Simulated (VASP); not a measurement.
Band structure of CaB₆ (cab6). Level of theory: PBEsol GGA, VASP's PBE PAW potentials (set 64) (plane waves; VASP).

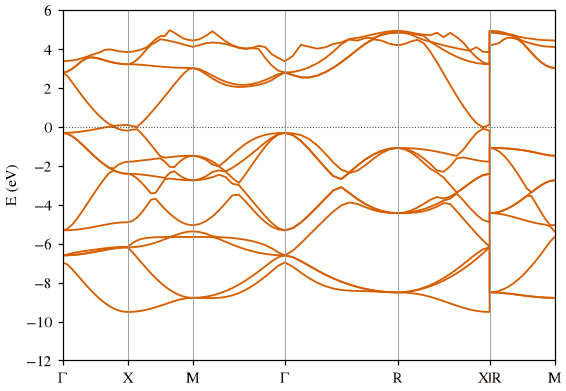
Figure: Bands along high-symmetry lines, zero at the valence-band maximum or, without a gap, the Fermi level

Read the plot: is there a gap, and where are the band edges?

It has no gap at this level: it comes out as a metal or semimetal. (Edges off the drawn lines would not show.)

Measured: gap 1.00 eV (computed value off by -1.00 eV), as given by Zhigang Wu et al., Physical Review B (2004), arXiv:cond-mat/0401246.

The compound is CaB6 in the cab6 structure. It was relaxed first.
